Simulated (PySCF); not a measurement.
```xyz
2

La    0.0000    0.0000   -0.4330
Si    0.0000    0.0000    2.1500
```

Computed with PBE0/x2c-TZVPall, spin-free X2C-1e, Gaussian nucleus, at a bond length of 2.583 Å (PySCF).

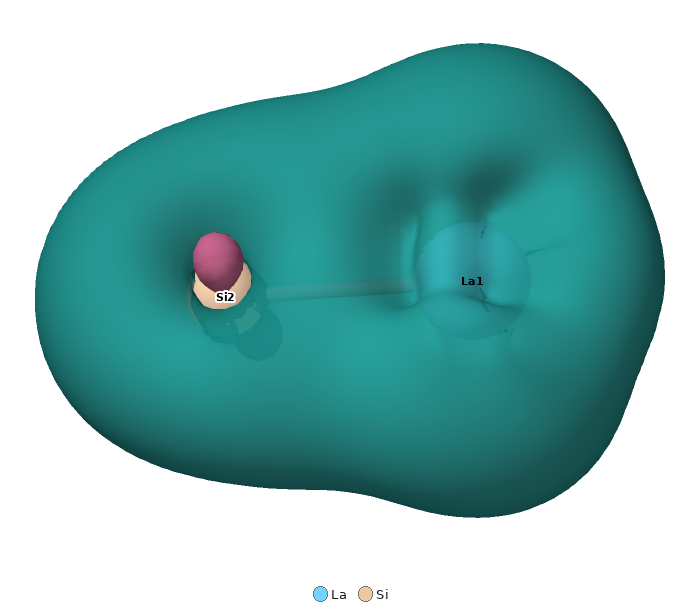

LaSi (quartet). Isosurfaces of the spin density at +0.015 (teal) and −0.015 e/Å³ (pink), seen from one side.

Q: Which atoms carry the spin?

A: The unpaired spin (3 electrons) lies mostly on La1 (about 1.7) and Si2 (about 1.3), in electrons by Hirshfeld's partition.
